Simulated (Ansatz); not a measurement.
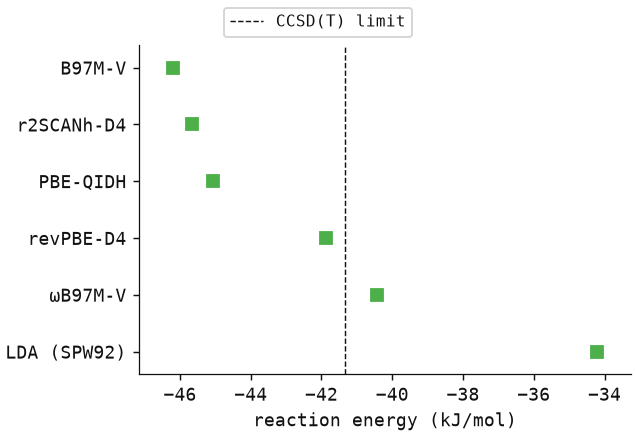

Electronic reaction energy of ScHOF₂ ([OH][Sc]([F])[F]) + HCl (Cl) → ScClF₂ ([F][Sc]([F])[Cl]) + H₂O (O) (SMILES in brackets) at several levels (functionals in def2-TZVPP unless a basis is named), isolated molecules at PBE0-D4 triple-zeta geometries, minima by their frequencies, no zero-point or thermal terms, the Ansatz code. The line is frozen-core CCSD(T) at the basis limit (MP2 extrapolated from triple and quadruple zeta, plus CCSD(T) less MP2 in a smaller set). PBE-QIDH holds a correlation term that converges slowly with the basis, so part of the distance to the limit is basis error. No dispersion term is added to PBE-QIDH.

Which level comes closest to the line (CCSD(T) limit), and which misses most?

Answer. Closest revPBE-D4 (−41.9 kJ/mol), against −41.3 kJ/mol; farthest LDA (SPW92) (−34.2 kJ/mol).

What range do the values span, the line included?

Answer. From −46.2 kJ/mol (B97M-V) to −34.2 kJ/mol (LDA (SPW92)).

Caveats: no scalar relativity up to krypton; outer-core shells are correlated without core-valence functions, which makes the correlated values less sure.
